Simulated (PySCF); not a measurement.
C10H8···B3F3O3

```xyz
27

C     2.4142    0.7017   -0.0005
C     2.4142   -0.7021   -0.0013
C     1.2346   -1.3919    0.0007
C     0.0000   -0.7096    0.0007
C    -1.2347   -1.3921    0.0006
C    -2.4142   -0.7022   -0.0009
C    -2.4143    0.7019   -0.0003
C    -1.2349    1.3921    0.0000
C     0.0001    0.7101    0.0001
C     1.2350    1.3921    0.0009
H     3.3563    1.2303   -0.0004
H     3.3558   -1.2316   -0.0028
H     1.2290   -2.4729    0.0021
H    -1.2296   -2.4732    0.0012
H    -3.3563   -1.2314   -0.0035
H    -3.3562    1.2314    0.0010
H    -1.2306    2.4732   -0.0003
H     1.2303    2.4733    0.0027
F     2.5137   -0.8856    3.5998
B     1.2765   -0.4496    3.6004
O     1.0359    0.8877    3.6002
B    -0.2487    1.3302    3.5998
F    -0.4902    2.6195    3.6000
O    -1.2864    0.4531    3.5999
B    -1.0277   -0.8806    3.6001
F    -2.0239   -1.7340    3.6001
O     0.2508   -1.3407    3.5998
```

Geometry: GFN2-xTB parts, rigid stack.

The calculation used PBE0-D3(BJ)/def2-SVP, SCF density, gas phase (PySCF 2.14.0).

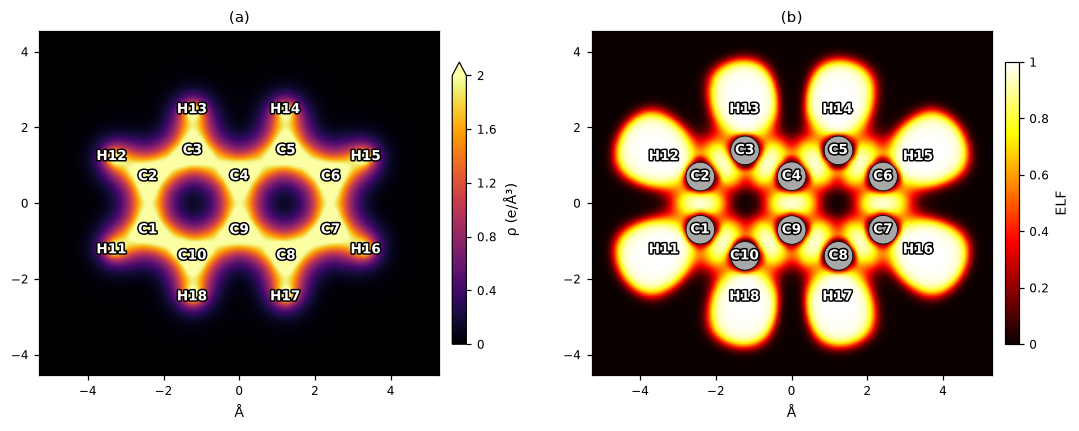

Figure 1. (a) electron density; (b) electron localisation function on the plane of atoms C7, C6 and H15. Grey discs cover the atomic cores in the ELF map.

**Interpret the plot.**

- Atoms in the plane: C and H.
- C–C (1.37 Å): ρ is about 2.2 e/Å³ halfway; the ELF peaks at about 0.95 between the atoms; a covalent bond.
- C–H (1.08 Å): the density is about 2 e/Å³ at the midpoint; the ELF climbs to about 1 towards the hydrogen, as it does in any bond to H; a covalent bond by its length.
- C–C (1.41 Å): the density is about 2 e/Å³ at the midpoint; the ELF peaks at about 0.95 between the atoms; localised, covalent bonding.

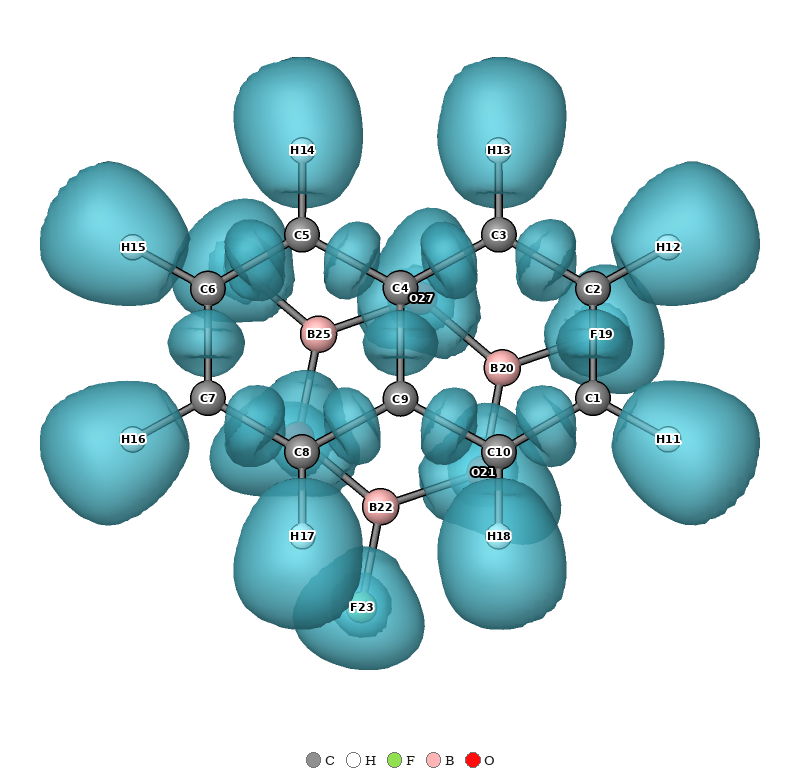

Figure 2. Isosurface of the electron localisation function at 0.75 (cyan), seen from one side. Core shells and regions of very low density are left out.

**What do the ELF domains correspond to?**

At this value the surface marks out eleven regions between bonded C–C atoms (shared pairs), eight regions around hydrogen nuclei, three regions on F in which the atom's valence shell and bonds are merged and three regions on O in which the atom's valence shell and bonds are merged.


C5···B25 (3.64 Å): the ELF dips to about 0 between them: a weak contact between the two molecules. B–F (1.31 Å): the ELF peaks at about 0.85 between the atoms, as expected for a polar covalent bond.

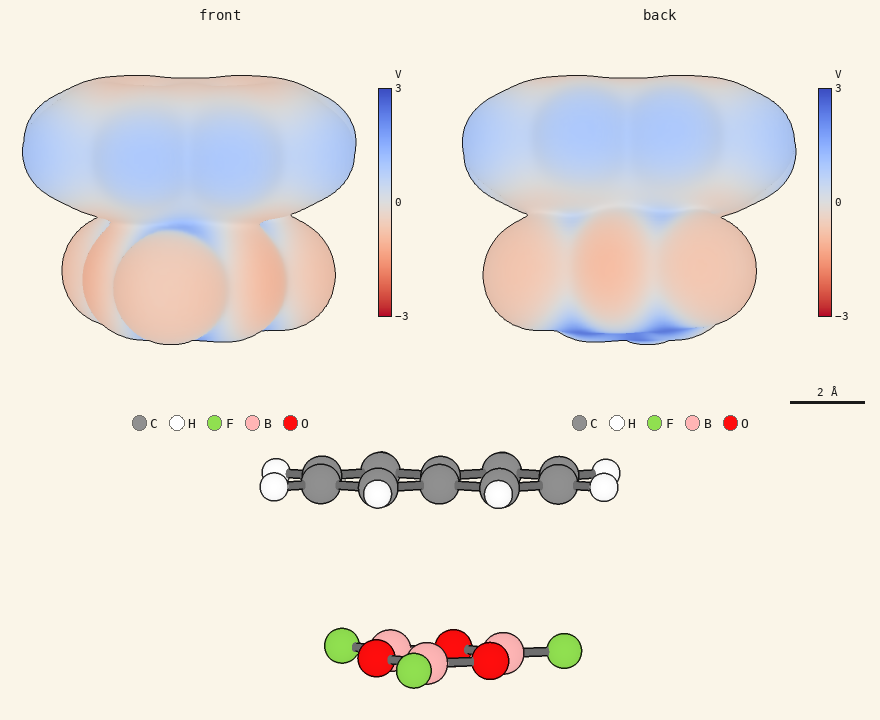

Figure 3. The electrostatic potential painted on the density surface at 0.002 e/bohr³, seen from the front and from behind; the colour scale runs from red (negative) to blue (positive). The bare structure is drawn below in the same view.

**Describe the electrostatic potential map.**

The most negative region (about −0.9 V) lies over O21, O24 and O27, the most positive (about +2.2 V) over B20, B22 and B25.

**How polar is the complex by this calculation?**

Its dipole moment is 0.63 D.
